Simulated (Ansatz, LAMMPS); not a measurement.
# Relaxing glassy nearly rigid 84SiO2-7CaO-5ZnO-5Li2O (mol %), from a frame at 1500 K (127 atoms)

Wanted: the relaxed structure of glassy nearly rigid 84SiO2-7CaO-5ZnO-5Li2O (mol %), from a frame at 1500 K (127 atoms) and its electronic structure.

Program: Ansatz 0.2.0. Level of theory: Kohn-Sham DFT, PBEsol, PAW (set soft_2), plane waves. Results are calculated unless marked as measured.

## (1) Set-up

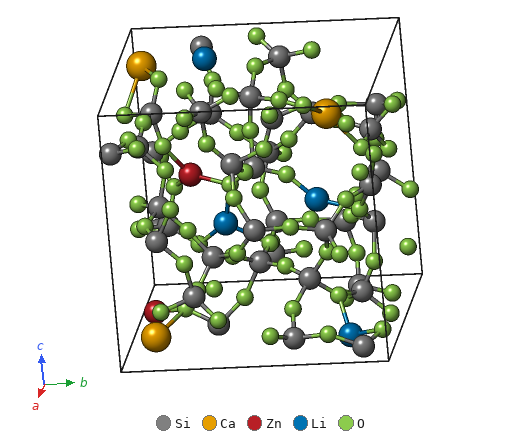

The cell as given, slightly off an axis (silicon grey, calcium orange, zinc red, lithium blue, oxygen green). Bonds to atoms that aren't drawn are left out. Some periodic images of atoms are drawn too.

The cell holds 127 atoms: 37 Si, 3 Ca, 2 Zn, 4 Li and 81 O. Its edges and angles: a = 12.056 Å, b = 12.056 Å, c = 12.056 Å, α = 90.0°, β = 90.0°, γ = 90.0°. 127 atoms (37 Si, 3 Ca, 2 Zn, 4 Li, 81 O) placed at random at 2.38 g/cm³, melted at 4000 K for 10 ps at fixed volume with the Morse and Coulomb pair potential with partial charges (Pedone, Malavasi, Menziani, Cormack and Segre, J. Phys. Chem. B 110, 11780 (2006)). Snapshot at the end of a hold of 10 ps at 1500 K and zero pressure.

What the set-up can't give: The starting topology of bonds comes from the classical model. The Brillouin zone is sampled at Γ only, in a cell whose shortest periodic width is 12 Å.

## (2) How the cell was made

A classical potential makes the cell, at a small fraction of what the same run would cost in DFT.

This step: classical MD, Morse and Coulomb pair potential with partial charges (Pedone, Malavasi, Menziani, Cormack and Segre, J. Phys. Chem. B 110, 11780 (2006)) (LAMMPS 22 Jul 2025 - Update 4).

Contents of in.lmp:

```
# melt-quench of Si37Ca3Zn2Li4O81
units metal
atom_style charge
boundary p p p
region box block 0 12.2226 0 12.2226 0 12.2226
create_box 5 box
mass 1 28.0850   # Si
mass 2 40.0780   # Ca
mass 3 65.3800   # Zn
mass 4 6.9400   # Li
mass 5 15.9990   # O
create_atoms 1 random 37 676204 NULL overlap 1.5 maxtry 2000
create_atoms 2 random 3 676211 NULL overlap 1.5 maxtry 2000
create_atoms 3 random 2 676218 NULL overlap 1.5 maxtry 2000
create_atoms 4 random 4 676225 NULL overlap 1.5 maxtry 2000
create_atoms 5 random 81 676232 NULL overlap 1.5 maxtry 2000
pair_style hybrid/overlay pedone 5.5 coul/long 8.0
pair_coeff * * coul/long
pair_coeff 1 5 pedone 0.340554 2.006700 2.100000 1   # Si-O
pair_coeff 2 5 pedone 0.030211 2.241334 2.923245 5   # Ca-O
pair_coeff 3 5 pedone 0.001221 3.150679 2.851850 1   # Zn-O
pair_coeff 4 5 pedone 0.001114 3.429506 2.681360 1   # Li-O
pair_coeff 5 5 pedone 0.042395 1.379316 3.618701 22   # O-O
set type 1 charge 2.4
set type 2 charge 1.2
set type 3 charge 1.2
set type 4 charge 0.6
set type 5 charge -1.2
kspace_style pppm 1.0e-4
neigh_modify delay 0 every 1 check yes
thermo_style custom step time temp pe press density
thermo_modify norm yes
timestep 0.002
thermo 100
# [... 22 lines left out ...]
compute msd all msd com yes
thermo 1250
fix md all npt temp 1500 1500 0.2 iso 0 0 2
run 5000 post no
print "== T1500: mean square displacement over the hold $(c_msd[4]:%.2f) A^2"
unfix md
uncompute msd
write_dump all custom T1500.dump id type xs ys zs modify sort id
```

Command:

```sh
> lmp -in in.lmp -log none -nocite
```

Numbers of over 12 decimals in the logs are rounded to 6 here.

Log:

```text
LAMMPS (22 Jul 2025 - Update 4)
Created orthogonal box = (0 0 0) to (12.2226 12.2226 12.2226)
Created 37 atoms
Created 3 atoms
Created 2 atoms
Created 4 atoms
Created 81 atoms
PPPM initialization ...
  G vector (1/distance) = 0.39220384
  grid = 15 15 15
  estimated relative force accuracy = 3.7197864e-05
   Step          Time           Temp          PotEng         Press         Density
         0   0              0             -4.8690204      472030.18      2.3770242
        95   0.19           0             -16.118893     -39562.299      2.3770242
Loop time of 0.0798461 s on 1 MPI rank(s) for 95 steps with 127 atoms
Minimization stats:
[... 26 lines left out ...]
Loop time of 2.85131 s on 1 MPI rank(s) for 5000 steps with 127 atoms
   Step          Time           Temp          PotEng         Press         Density
[... 4 lines left out ...]
Loop time of 4.06419 s on 1 MPI rank(s) for 5000 steps with 127 atoms
   Step          Time           Temp          PotEng         Press         Density
[... 2 lines left out ...]
     17500   35             1431.8675     -16.117363     -34288.955      2.5752003
     18750   37.5           1575.4483     -16.111232     -10845.04       2.5536023
     20000   40             1589.7203     -16.137982      19326.237      2.5847499
     21000   42             1501.7325     -16.080617      2834.5212      2.4767998
Loop time of 4.0901 s on 1 MPI rank(s) for 5000 steps with 127 atoms
== T1500: mean square displacement over the hold 0.95 A^2
```

Run time: 15 s. Hardware: 1 thread of Arm Neoverse V2, shared host; peak memory 0.07 GiB.

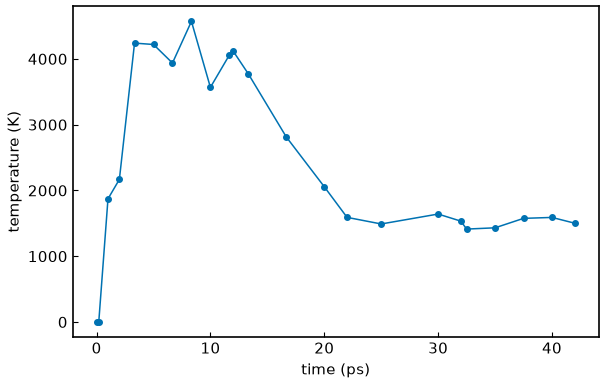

Temperature, plotted against time.

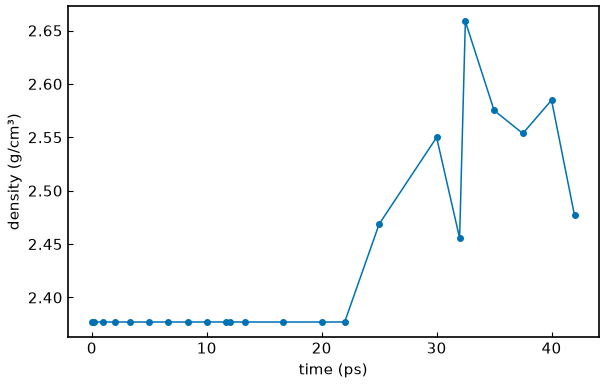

Density against time.

## (3) Single point at the start

A single point comes first, to see the forces before anything moves.

Contents of input.yaml:

```yaml
crystal:
  lattice:
    - [12.05622, 0.0, 0.0]
    - [0.0, 12.05622, 0.0]
    - [0.0, 0.0, 12.05622]
  atoms:
    - { symbol: Si, position: [0.59494, 0.92922, 0.55356] }
    - { symbol: Si, position: [0.54459, 0.30986, 0.01865] }
    - { symbol: Si, position: [0.20496, 0.573, 0.93591] }
    - { symbol: Si, position: [0.89225, 0.01766, 0.81464] }
    - { symbol: Si, position: [0.29624, 0.11785, 0.32863] }
    - { symbol: Si, position: [0.23323, 0.51279, 0.30539] }
    - { symbol: Si, position: [0.28036, 0.80513, 0.05875] }
    - { symbol: Si, position: [0.19546, 0.67244, 0.70933] }
    - { symbol: Si, position: [0.20539, 0.7625, 0.28846] }
    - { symbol: Si, position: [0.51529, 0.48083, 0.24481] }
    - { symbol: Si, position: [0.32576, 0.90658, 0.68012] }
    - { symbol: Si, position: [0.94294, 0.90262, 0.04302] }
    - { symbol: Si, position: [0.71316, 0.15372, 0.53967] }
    - { symbol: Si, position: [0.125, 0.48654, 0.53982] }
    - { symbol: Si, position: [0.42721, 0.48667, 0.85823] }
    - { symbol: Si, position: [0.74406, 0.60801, 0.87822] }
    - { symbol: Si, position: [0.16864, 0.06244, 0.5718] }
    - { symbol: Si, position: [0.06943, 0.27673, 0.68189] }
    - { symbol: Si, position: [0.00697, 0.87565, 0.40997] }
    - { symbol: Si, position: [0.00345, 0.25529, 0.91901] }
    - { symbol: Si, position: [0.42873, 0.90524, 0.3544] }
    - { symbol: Si, position: [0.40789, 0.10882, 0.8028] }
    - { symbol: Si, position: [0.8965, 0.63957, 0.06977] }
    - { symbol: Si, position: [0.51684, 0.85057, 0.11564] }
    - { symbol: Si, position: [0.01869, 0.88974, 0.6729] }
    - { symbol: Si, position: [0.76387, 0.34778, 0.92012] }
    - { symbol: Si, position: [0.92997, 0.28665, 0.25836] }
    - { symbol: Si, position: [0.76663, 0.77354, 0.4412] }
    - { symbol: Si, position: [0.66803, 0.68277, 0.22355] }
    - { symbol: Si, position: [0.0671, 0.04205, 0.23505] }
    - { symbol: Si, position: [0.0627, 0.46413, 0.12324] }
    - { symbol: Si, position: [0.66566, 0.08714, 0.76184] }
    [... 89 atom lines left out ...]
    - { symbol: O, position: [0.54663, 0.09793, 0.81669] }
    - { symbol: O, position: [0.69035, 0.8477, 0.53257] }
    - { symbol: O, position: [0.79764, 0.28109, 0.23985] }
    - { symbol: O, position: [0.24267, 0.1442, 0.45979] }
    - { symbol: O, position: [0.21932, 0.79705, 0.16484] }
    - { symbol: O, position: [0.95891, 0.26629, 0.39676] }
kpoints:
  mp_grid: { grid: [1, 1, 1] }
hamiltonian:
  xc: pbesol
scf:
  occupations: { method: fermi_dirac, width: 0.129 }
output:
  forces: true
  stress: true
  populations: true
  dos:
    method: { smearing: { sigma: 0.08 } }
    de: 0.1
    projected: { site_lists: { Ca: [Ca], Li: [Li], O: [O], Si: [Si], Zn: [Zn] } }
  eigenvalues: true
```

Command:

```sh
> ansatz run input.yaml --threads 4 --pin off --max-ram 8192MiB --backend cpu --events-out ev --progress --plain --runs-dir out
```

Log:

```text
band count auto-derived: 483 (N_el = 700.0; filled up to band 350; 477 by the electrons, moments and atoms)
Engine: ansatz 0.2.0, aarch64-unknown-linux-gnu
Pseudopotentials: kind: paw
Pseudopotential: Si, paw, valence charge 4, recommended cutoff 420 eV (normal), Si.paw.azcp
Pseudopotential: Ca, paw, valence charge 10, recommended cutoff 420 eV (normal), Ca.paw.azcp
Pseudopotential: Zn, paw, valence charge 12, recommended cutoff 420 eV (normal), Zn.paw.azcp
Pseudopotential: Li, paw, valence charge 3, recommended cutoff 420 eV (normal), Li.paw.azcp
Pseudopotential: O, paw, valence charge 6, recommended cutoff 420 eV (normal), O.paw.azcp
[... 3 lines on functional and potentials left out ...]
Crystal: 127 atoms, lattice volume = 1752.401 Å³
Basis set: ecut = 420 eV, 34265 PW (Γ), exchange–correlation on 162×162×162 points (8 copies of the dense FFT grid, shifted against one another)
Bands: 483, of which v1, the nominal top of the filled ones, is band 350 counted from 1 (349 counted from 0)
Symmetry: 1 space group operations
Space group: P1 (ITA 1), of the structure as read, at distance tolerance 1.2e-4 Å
k-points: 1
[... 15 lines on functional and potentials left out ...]
Initial density: superposition of atomic densities (neutral atoms: chi_scale 0, normalization atom), corrected by the library's trained network
Initial wavefunctions: pseudopotential atomic-orbital guess
Functional: x = pbesol(κ = 0.804, μ = 0.123457), c = pbesol(β = 0.046)
SCF iter   1: F=—  HF=-81282.257254 eV  |F-HF|=—  |Δ(HF+E_count)|=         —  Δρ=1.19e-2  dr2=2.02e0  ethr=1.77e-3  ⟨swp⟩=7.0  Hψ=2558  notcnv=0  defer=58
preconditioner: auto → Resta (q_TF=auto, 2.341 Å⁻¹)  ε∞=3.3  [insulator: Δε(μ)=2.262 eV  Ē_g=15.420 eV  σ=0.129 eV  W_gap=1.00  n_scr=388 (ndim 8)  ℏωp=23.2 eV  f_vac=0.172  D(μ)=0.01/eV (n_scr^D=0)  ε∞_Penn≈3.3]
SCF iter   2: F=—  HF=-81281.718477 eV  |F-HF|=—  |Δ(HF+E_count)|=   5.39e-1  Δρ=2.41e-3  dr2=9.30e-2  ethr=2.88e-4  ⟨swp⟩=2.0  Hψ=841  notcnv=0  defer=98
SCF iter   3: F=—  HF=-81281.707226 eV  |F-HF|=—  |Δ(HF+E_count)|=   1.13e-2  Δρ=1.02e-3  dr2=3.06e-2  ethr=1.33e-5  ⟨swp⟩=2.0  Hψ=636  notcnv=0  defer=98
SCF iter   4: F=—  HF=-81281.706044 eV  |F-HF|=—  |Δ(HF+E_count)|=   1.18e-3  Δρ=9.25e-4  dr2=1.53e-2  ethr=4.38e-6  ⟨swp⟩=2.0  Hψ=642  notcnv=0  defer=98
SCF iter   5: F=—  HF=-81281.703165 eV  |F-HF|=—  |Δ(HF+E_count)|=   2.88e-3  Δρ=1.77e-4  dr2=9.18e-4  ethr=2.18e-6  ⟨swp⟩=2.0  Hψ=812  notcnv=0  defer=102
SCF iter   6: F=—  HF=-81281.703320 eV  |F-HF|=—  |Δ(HF+E_count)|=   1.55e-4  Δρ=1.41e-4  dr2=3.23e-4  ethr=1.31e-7  ⟨swp⟩=2.0  Hψ=722  notcnv=0  defer=102
SCF iter   7: F=—  HF=-81281.703340 eV  |F-HF|=—  |Δ(HF+E_count)|=   1.98e-5  Δρ=2.85e-5  dr2=1.74e-5  ethr=4.61e-8  ⟨swp⟩=2.0  Hψ=666  notcnv=0  defer=102
SCF iter   8: F=—  HF=-81281.708165 eV  |F-HF|=—  |Δ(HF+E_count)|=   4.82e-3  Δρ=1.93e-5  dr2=5.60e-6  ethr=2.48e-9  ⟨swp⟩=2.0  Hψ=730  notcnv=0  defer=102
SCF iter   9: F=—  HF=-81281.708167 eV  |F-HF|=—  |Δ(HF+E_count)|=   2.37e-6  Δρ=5.89e-6  dr2=6.00e-7  ethr=8.00e-10  ⟨swp⟩=2.0  Hψ=658  notcnv=0  defer=102
SCF iter  10: F=—  HF=-81281.708168 eV  |F-HF|=—  |Δ(HF+E_count)|=   7.94e-7  Δρ=2.87e-6  dr2=1.44e-7  ethr=1.43e-11  ⟨swp⟩=16.0  Hψ=2840  notcnv=0
SCF iter  11: F=-81281.708168 eV  HF=-81281.708168 eV  |F-HF|=3.35e-9  |Δ(HF+E_count)|=   1.35e-7  Δρ=1.74e-6  dr2=4.60e-8  ethr=1.43e-11  ⟨swp⟩=5.0  Hψ=1749  notcnv=0
SCF 1 converged in 11 iterations: F = -81281.708168 eV  dr2 = 4.60e-8
  greatest PAW one-centre occupation: 1.000 electrons in one spin orbital (limit 2), on the Li atom at site 43 (counted from 0), in its partial waves of l = 0
SCF converged after 11 iterations
Free energy (F): -81281.708168 eV
Harris-Foulkes:  -81281.708168 eV  (|F-HF|=3.35e-9)
Internal energy: -81281.705956 eV  (E = F + TS)
E sigma→0 (E₀):  -81281.707062 eV
Entropy (-TS):   -0.002212 eV (-0.017 meV/atom)
Fermi energy:    5.156865 eV
--- Per-component energies (eV) ---
  E_band       = -3807.984837
  E_kinetic    = 17222.602051
  E_local      = -52634.999373  (includes V_loc(G=0)·N_el)
  E_nonlocal   = 6125.089445
  E_hartree    = 19813.507746
  E_xc         = -8682.963879
  E_vxc        = -10025.402240  (∫ρ·V_xc dr)
  E_paw        = -37057.835686  (= ΣΔE_a)
  E_vpaw       = -4122.485402  (= ΣTr[D̂ρ^β])
  E_aug_tail   = 0.205587  (compensation charges beyond the density's cutoff)
  E_ewald      = -26073.289005
  E_core_change = 5.977158  (= ΣΔE_core)
  E_smearing   = -0.002212  (= −TS)
  E_closure    = -0.000000  (closes the sum)
  Σ components = -81281.708168   (vs F -81281.708168, Δ=0.00e0)
--- Forces (eV/Å), atoms counted from 1 ---
  atom   1  Si    -3.30910468     2.44425577     4.30002669
  atom   2  Si    -3.61841659     1.36691835     2.41759293
  atom   3  Si     1.91646976     0.66747115    -1.41056108
  atom   4  Si     4.00390287    -0.60794326     4.04285037
  atom   5  Si    -5.28790291     5.51915968    -1.32182931
  atom   6  Si     2.38289017    -3.88899589    -0.95909734
  atom   7  Si     4.63877421    -3.45615914    -6.96891873
  atom   8  Si    -2.87044877     3.92575400    -2.93815882
  atom   9  Si     4.08664041     1.79686068     2.47719235
  atom  10  Si    -1.80603407    -5.00199860    -4.91270943
  atom  11  Si     1.58954703    -2.23681263    -2.32070568
  atom  12  Si    -3.24522890    -0.12869551     3.62342210
  atom  13  Si     0.30041392     0.71237318    -0.32399000
  atom  14  Si    -0.87492262    -0.97202421    -1.91184141
[...]
atom 126  O     -3.22262961    -0.66211485     4.91988633
  atom 127  O      0.01708661     0.85234387    -0.88408582
  max |Σ_I F_I| component: 8.38e-5 eV/Å
--- Stress (GPa, compression-positive) ---
        1.553264      -0.755692       1.070269
       -0.755694       0.991933      -0.773795
        1.070267      -0.773796       1.293263
  P = ⅓ Tr σ = 1.2795 GPa (12.795 kbar)
--- Band table (eV) ---
  k-point 0: bands = ["-41.4742", "-40.5818", "-39.7667", "-39.4334", [... 467 levels ...], "12.8507", "12.9186", "12.9405", "12.9704", "12.9785", "12.9942", "13.0238", "13.0843", "13.1100", "13.1444", "13.1909", "13.1971"]
--- Löwdin populations: 127 sites ---
  site symbol       q [e]
     0     Si      2.3481
     1     Si      2.3320
     2     Si      2.2810
[...]
126      O      6.7473
  spilling = 0.013576 (of n_electrons = 700.000000)
```

Run time: 37 s. Hardware: 4 threads of Arm Neoverse V2, shared host; peak memory 2.6 GiB; 2.4 min of CPU time.

Read from the output:

* free energy: -81281.7082 eV
* free energy per atom: -640.0135 eV/atom
* SCF cycles: 11
* pressure: 1.279 GPa
* r.m.s. force component: 2.5 eV/Å
* longest force: 12.19 eV/Å
* Fermi energy: 5.157 eV
* gap (highest filled to lowest empty level): 1.969 eV
* spilling of the projection: 0.01358

The r.m.s. force component of 2.5 eV/Å and the pressure of 1.3 GPa set the starting point.

Length of the force by element:

```csv
element,coordination,atoms,mean length of the force (eV/Å),spread,least,most
Ca,all,3,1.62,0.408,1.17,2.16
Li,all,4,0.559,0.0606,0.493,0.629
O,all,81,3.13,2.12,0.404,12.2
Si,all,37,5.27,2.18,0.838,10.3
Zn,all,2,1.98,0.614,1.37,2.60
```

(Continued in part 2 of 3.)

[Logs are printed without paths, hosts, clocks, repeated set-up lines and the standing remarks that a program may print on its own settings, such as how far it seeks lower states.]

[Hosts, paths, dates, database ids (printed as entryN), source tags and the programs' standing remarks are cut or masked in the printed files.]
